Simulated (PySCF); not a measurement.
```xyz
16

Si    2.3106   -0.0263   -0.5622
Si    0.8165   -0.8434    0.9978
C    -0.9709   -0.3258    0.6270
C    -1.4204   -0.5233   -0.8256
O    -1.7377    0.8216   -1.1878
Si   -1.4183    1.5017    0.2874
H     2.1196   -0.6042   -1.8980
H     3.6956   -0.3378   -0.1939
H     2.2479    1.4294   -0.7231
H     1.0886   -0.4003    2.3756
H     0.8268   -2.3184    1.0547
H    -1.6526   -0.8128    1.3235
H    -0.6453   -0.8949   -1.5010
H    -2.3101   -1.1464   -0.9384
H    -2.6234    2.0159    0.9306
H    -0.3345    2.4739    0.2219
```

Geometry: GFN2-xTB.

All numbers below come from PBE0/pcSseg-1, SCF density, gas phase, non-relativistic (PySCF 2.14.0).

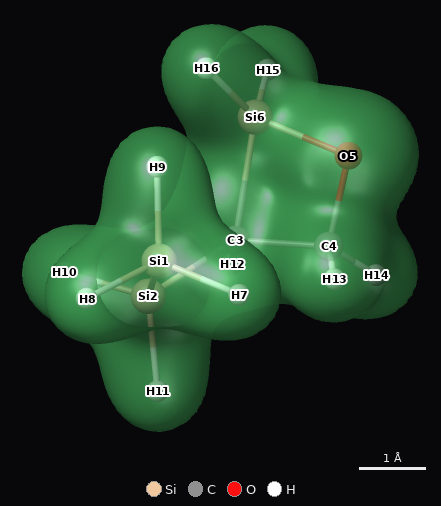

C2H10OSi3. Isosurface of the electron density at 0.2 e/Å³ (green), seen at an oblique angle.

Question: Which contacts does the surface bridge?

Answer: At this value the surface is in one piece. It bridges the sampled C–O (1.43 Å), C–C (1.53 Å), Si–O (1.66 Å) and C–Si (1.90 Å) contacts, where the density stays above the isovalue. On the grid the lowest density along these lines, outside the cores, is 1.7 e/Å³ (C–O, 1.43 Å), 1.6 e/Å³ (C–C, 1.53 Å), 0.99 e/Å³ (Si–O, 1.66 Å) and 0.76 e/Å³ (C–Si, 1.90 Å).
